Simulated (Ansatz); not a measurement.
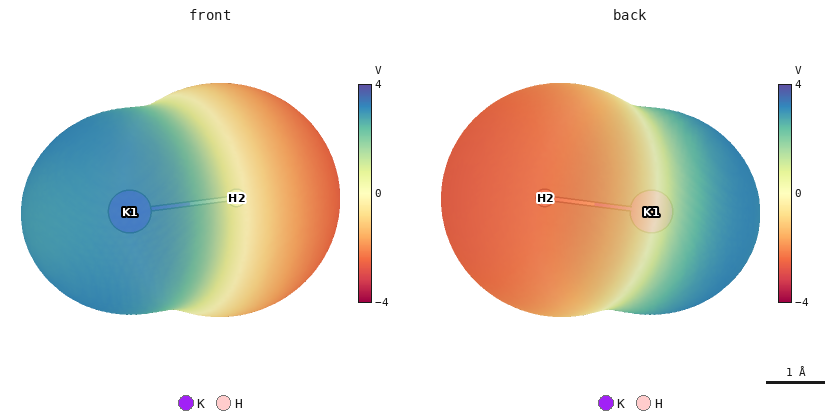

The picture shows: KH (SMILES [KH]). The molecular electrostatic potential painted on the density surface at 0.001 e/bohr³, seen from the front and from behind; the colour scale runs from red (negative) to blue (positive).

Geometry: PBE0-D4/def2-TZVP.

Theory: RKS PBE0-D4/def2-TZVPP in Ansatz.

```json
{"atom": "K", "x (Å)": "0.9651", "y (Å)": "-0.3223", "z (Å)": "0.4946"}
{"atom": "H", "x (Å)": "-0.9651", "y (Å)": "0.3223", "z (Å)": "-0.4946"}
```

Describe the electrostatic potential map.

The most negative region (about −2.6 V) lies over H2, the most positive (about +3.2 V) over K1.
